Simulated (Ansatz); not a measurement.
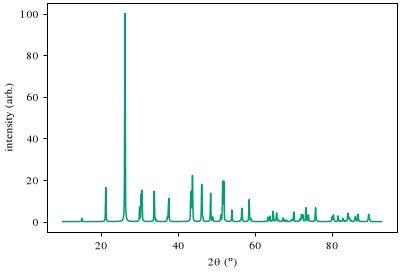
Fig. 1. Simulated powder pattern, Cu Kα, λ = 1.54184 Å

The pattern belongs to a structure relaxed with r²SCAN (plane waves, PAW; program Ansatz).

Q: Pick the material that matches.
(A) BW2, P4/nmm (W on 2a, W on 2c, B on 2c)
(B) AgW, rock salt
(C) HfO2, Pca2_1 (Hf on 4a, O on 4a, O on 4a)
(D) WS2, Pca2_1 (W on 4a, S on 4a, S on 4a)

A: D, WS2, Pca2_1 (W on 4a, S on 4a, S on 4a)

The start of the workflow was typed in or built on a structure type; neither database checked (COD, Materials Project) lists it. It is not the phase usual at ambient conditions (space group No. 194). The r²SCAN relaxation kept the symmetry of its start; whether a distortion lowers the energy is not shown. The workflow began spin-polarised and lost its moments. Scalar-relativistic: spin–orbit coupling is off unless named, which matters more the heavier the elements.

Potentials: the earlier of the program's two PAW sets. The files were generated under PBE; for other functionals the program regenerates the frozen cores, and for LDA and PBEsol the local potential too.
